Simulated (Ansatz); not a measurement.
The relaxed structure here is a generated cell of GaAs: the first start was made by a random draw of sites in a space group, and the end was not matched to a known phase here, so it may be hypothetical. Known forms of GaAs include space group No. 216.

The end point of a relaxation of GaAs. Space group P-6m2 (No. 187). The numbers are results of PBEsol (plane waves to 420 eV, PAW, scalar-relativistic; Ansatz, a program for electronic structure), not measurements.

Space group P-6m2 (No. 187); a = b = 3.996 Å, c = 6.640 Å, α = β = 90.00°, γ = 120.00°

```tsv
atom	site	symmetry	x	y	z
As	2i	3m.	0.6667	0.3333	0.1851
Ga	2g	3m.	0.0000	0.0000	0.3148
```

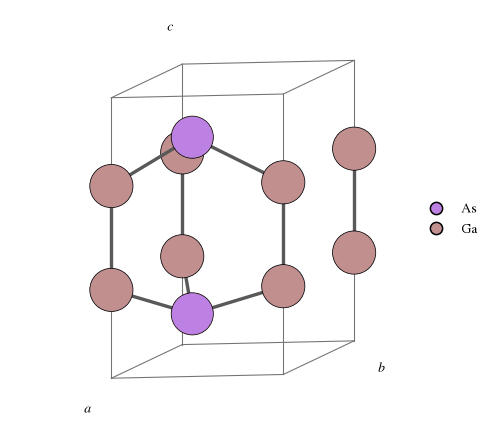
Fig. 1. The conventional cell of the relaxed structure

For GaAs, the volume per atom is 22.95 Å³ and the density comes out as 5.23 g/cm³. The band gap is 0.27 eV, indirect (valence top at Γ, conduction bottom at 20 % of the way from Γ to A) (no spin-orbit coupling) and the smallest direct gap is 0.31 eV at 20 % of the way from Γ to A. The shortest distances comes out as As–As 2.46 Å; Ga–Ga 2.46 Å; As–Ga 2.46 Å and the k-mesh is 10×10×5.

Band energies at high-symmetry points (eV from the VBM; labels of this space group; no spin-orbit coupling), from −5 eV up to 2.8 eV:

```csv
point,energies
Γ,-1.61 -1.61 -0.48 0.00 0.00 0.33 0.77 2.72
M,-4.63 -2.98 -2.28 -1.35 1.03 1.99
K,-4.77 -4.14 -2.99 -2.31 1.81
A,-4.70 -4.47 -1.37 -1.37 -0.46 -0.46 0.58 1.58
L,-3.36 -2.60 -1.98 -1.68 0.76 1.04 2.27
H,-4.30 -3.81 -3.13 -0.67 0.50 2.54
```

No spin polarisation in the result.

The run could not lose the symmetry of its start, so the end can be a saddle point.
